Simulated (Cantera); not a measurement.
A closed system holds: 1 mol SiH4, 3.9 mol HCl, 1.8 mol H2, held at 0.133 bar.

Method: chemical equilibrium by Gibbs-energy minimisation in Cantera with the NASA 1993 tables (ideal gas, pure condensed phases). Candidate condensed phases: Si; 19 gas species. The tables' values for SiCl3, SiCl are old estimates; treat these amounts as uncertain. Gases not in the tables: Si2H6 and higher silanes. Equilibrium is a limit: real reactors are often held back by kinetics, nucleation or transport.

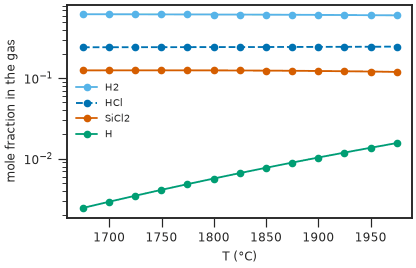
Equilibrium gas composition (values under 1e-9 drawn at 1e-9)

Q: Read off the mole fractions at 1750 °C.

A: H2 about 0.62, HCl about 0.24, SiCl2 about 0.13, H about 0.0041.
